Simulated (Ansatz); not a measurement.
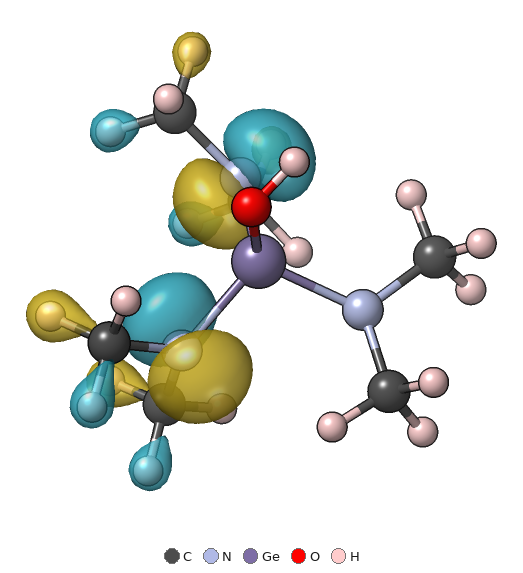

The picture shows: C₆H₁₉GeN₃O. The HOMO at ±0.15 Å⁻³ᐟ² (yellow and cyan are the two phases), seen at a tilt.

Geometry: PBE0-D4/def2-TZVP.

Computed with Ansatz, RKS PBE0-D4/def2-TZVPP.

```xyz
30

C    -1.1398    1.6525   -2.1704
N    -0.9911    0.4648   -1.3658
C    -0.8716   -0.7465   -2.1380
Ge   -0.1519    0.5332    0.2486
O    -0.4183    2.2234    0.7475
N     1.6540    0.2472    0.3607
C     2.1754   -1.0761    0.1195
C     2.5541    1.2919   -0.0639
N    -0.8976   -0.7602    1.2826
C    -2.3053   -1.0541    1.1854
C    -0.3154   -1.1264    2.5484
H    -2.0541    1.5856   -2.7744
H    -1.2196    2.5342   -1.5349
H    -0.2993    1.8042   -2.8668
H    -1.7674   -0.8962   -2.7548
H    -0.0045   -0.7408   -2.8183
H    -0.7768   -1.6140   -1.4800
H    -0.1204    2.3791    1.6460
H     1.4489   -1.8354    0.4150
H     2.4311   -1.2461   -0.9388
H     3.0901   -1.2409    0.7044
H     3.4888    1.2481    0.5104
H     2.8234    1.2147   -1.1297
H     2.1053    2.2730    0.0989
H    -2.4809   -2.1354    1.2641
H    -2.8888   -0.5683    1.9825
H    -2.6972   -0.7139    0.2259
H    -0.3726   -2.2122    2.7046
H     0.7359   -0.8360    2.5850
H    -0.8302   -0.6499    3.3976
```

**What is the character of this orbital?**

Its weight (Hirshfeld) is mainly on N2 (about 30 %) and N6 (about 25 %). Its energy is −5.84 eV.
